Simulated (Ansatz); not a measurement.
C6H7Cl

The calculation's input:

```
crystal:
  periodic: [false, false, false]
  atoms:
    - {symbol: C, position_ang: [-1.001767, 0.330344, -0.713033]}
    - {symbol: C, position_ang: [-2.261781, -0.115733, -0.593755]}
    - {symbol: C, position_ang: [-2.293226, -1.629431, -0.567071]}
    - {symbol: C, position_ang: [-0.814384, -2.033486, -0.565058]}
    - {symbol: C, position_ang: [0.059714, -1.577130, 0.571524]}
    - {symbol: C, position_ang: [0.013600, -0.762682, -0.704691]}
    - {symbol: Cl, position_ang: [-0.513252, 1.996643, -0.810201]}
    - {symbol: H, position_ang: [-3.146080, 0.517210, -0.507072]}
    - {symbol: H, position_ang: [-2.814886, -2.031269, -1.455215]}
    - {symbol: H, position_ang: [-2.835484, -2.020086, 0.313343]}
    - {symbol: H, position_ang: [-0.523063, -2.941300, -1.099706]}
    - {symbol: H, position_ang: [0.967217, -2.158151, 0.760070]}
    - {symbol: H, position_ang: [-0.404076, -1.150804, 1.467056]}
    - {symbol: H, position_ang: [0.899143, -0.682446, -1.340994]}
basis:
  gaussian:
    orbitals: def2-SVPD
hamiltonian:
  xc: {name: PBE0}
output: {forces: true, orbitals: {seedname: orbitals}}
```

Run with:

```sh
ansatz run input.yaml --threads 4 --pin off --max-ram 7830MiB --events-out events.jsonl --progress --plain --runs-dir runs
```

Geometry: B3LYP/def2-SVP.

Method: isolated molecule in a Gaussian basis; Kohn-Sham density functional theory, functional PBE0 (Ansatz).

Question: What will maps of the electron density and electron localisation function show?

Answer: C–C (1.34 Å): ρ is about 2.3 e/Å³ halfway; the ELF peaks at about 0.95 between the atoms; a multiple bond.
C–Cl (1.74 Å): ρ is about 1.4 e/Å³ halfway; the ELF peaks at about 0.90 between the atoms (a shared electron pair).
C–H (1.09 Å): the density is about 1.9 e/Å³ at the midpoint; the ELF climbs to about 1 towards the hydrogen, as it does in any bond to H (an ordinary covalent bond to hydrogen).
C–C (1.49 Å): ρ at the midpoint is about 1.7 e/Å³; the ELF peaks at about 0.95 between the atoms (a shared electron pair).

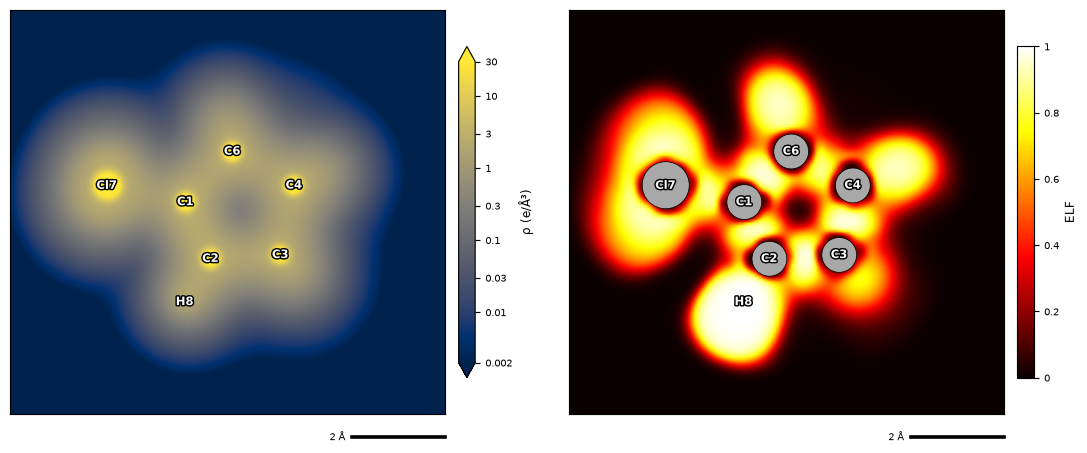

Computed electron density and electron localisation function on the plane of atoms C1, C6 and C4, in this order. Grey discs cover the atomic cores in the ELF map. 
